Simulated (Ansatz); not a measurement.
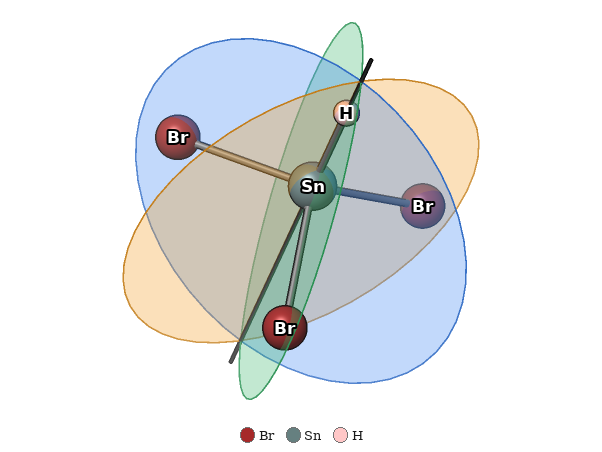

All proper rotation axes (lines) and mirror planes (discs) of the structure are drawn in. Atoms fade into the background with distance from the viewer. Computed geometry: PBE0-D4/def2-TZVP optimisation.

Question: What is the order of each axis, and which point group results?

Answer: It has 1 C3 axis and 3 mirror planes. Point group C3v. The group has 6 operations. The geometry is achiral, and symmetry allows a dipole moment.
